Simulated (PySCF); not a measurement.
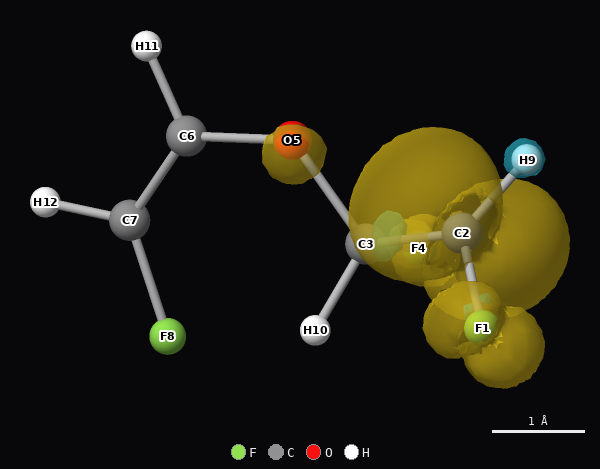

The picture shows: C$_{4}$H$_{4}$F$_{3}$O (doublet). Isosurfaces of the spin density (α minus β) at +0.04 (yellow) and −0.04 e/Å³ (cyan), seen at a tilt.

Geometry: GFN2-xTB.

The calculation used UKS B3LYP, pcH-1 on C F H O, non-relativistic, mean-field spin-orbit, GIAO in PySCF 2.14.0, density-fitted response routines.

```xyz
12

F    -2.8742    1.0750   -0.7936
C    -2.1996    0.4291    0.1553
C    -0.8486   -0.0687   -0.1611
F    -0.8578   -1.4673   -0.2181
O     0.0118    0.3014    0.8654
C     1.3558    0.1224    0.7183
C     2.0819   -0.2677   -0.3180
F     1.5979   -0.5832   -1.5336
H    -2.7507    0.1899    1.0445
H    -0.5282    0.2693   -1.1566
H     1.8588    0.3630    1.6427
H     3.1541   -0.3640   -0.2713
```

### Which atoms carry the spin?

The unpaired spin (1 electron) lies mostly on C2 (about 0.7) and F1 (about 0.1), in electrons by Hirshfeld's partition.
